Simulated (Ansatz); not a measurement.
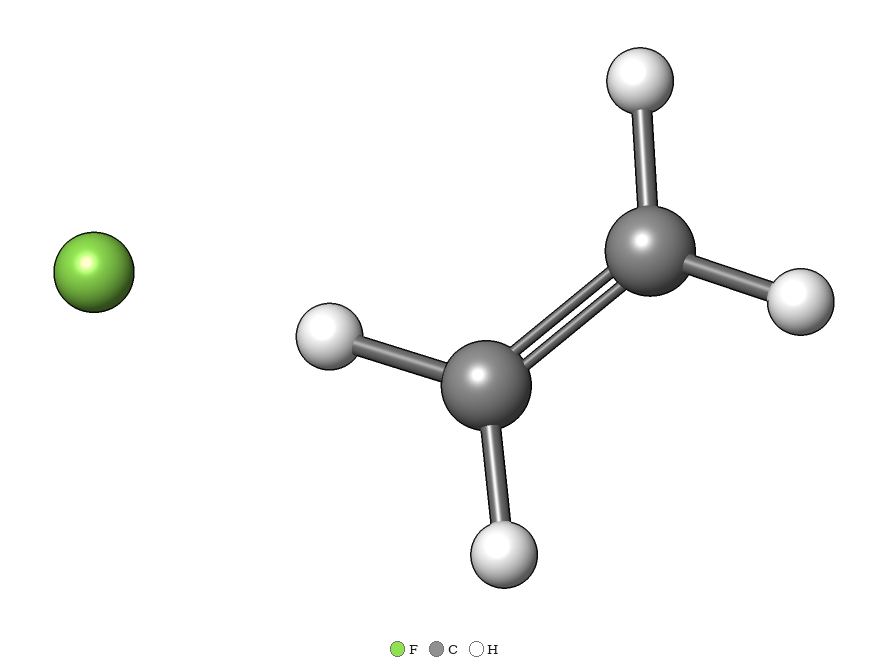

Charge −1, singlet. Sticks follow a distance rule. Harmonic vibrations computed with RKS PBE0-D4/def2-TZVP (Ansatz 0.2.0) at a stationary point of the same level.

**Minimum or transition state?**

A minimum: no imaginary frequency, and the lowest mode lies at 114 cm⁻¹.

**List the wavenumbers.**

15 modes: 114, 223, 226, 863, 911, 1044, 1126, 1227, 1378, 1486, 1669, 2566, 3080, 3112, 3169 cm⁻¹.
